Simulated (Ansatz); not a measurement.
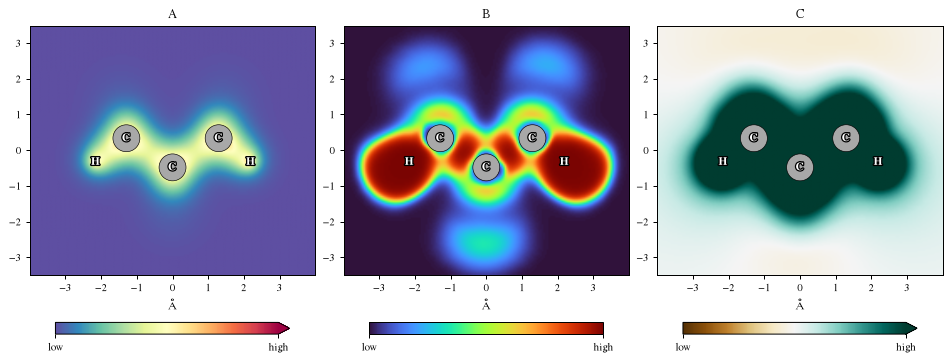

C3H5Cl3 (SMILES ClCC(Cl)CCl): 3 fields on the plane of atoms C2, C3 and H11, with unlabelled colour scales. Grey discs cover the atomic cores.

Geometry: BLYP-D3(BJ)/def2-SVP.

Computed with Ansatz 0.2.0, isolated molecule in a Gaussian basis; Kohn-Sham density functional theory, functional PBE0.

```yaml
atoms:
  - { symbol: C, position_ang: [0.9510, 0.9475, 0.2797] }
  - { symbol: C, position_ang: [0.8610, -0.4216, 0.9553] }
  - { symbol: C, position_ang: [-0.0496, -1.4349, 0.2643] }
  - { symbol: Cl, position_ang: [-0.6853, 1.7641, 0.2839] }
  - { symbol: Cl, position_ang: [2.5747, -1.0695, 1.0896] }
  - { symbol: Cl, position_ang: [0.3972, -1.7305, -1.4747] }
  - { symbol: H, position_ang: [1.2685, 0.8409, -0.7720] }
  - { symbol: H, position_ang: [1.6483, 1.6056, 0.8248] }
  - { symbol: H, position_ang: [0.5031, -0.3032, 1.9968] }
  - { symbol: H, position_ang: [-1.0845, -1.0464, 0.2695] }
  - { symbol: H, position_ang: [-0.0093, -2.4078, 0.7841] }
```

Q: Which field does each panel show? The fields are: electron density, electron localisation function and electrostatic potential.

A: Panel A: electron density. Panel B: electron localisation function. Panel C: electrostatic potential (strongly positive close to the atoms and fading to about zero outside). From the grid: C–C (1.53 Å): ρ at the midpoint is about 1.7 e/Å³; the ELF peaks at about 0.95 between the atoms: localised, covalent bonding. C–H (1.10 Å): ρ is about 2 e/Å³ halfway; the ELF climbs to about 1 towards the hydrogen, as it does in any bond to H (an ordinary covalent bond to hydrogen).
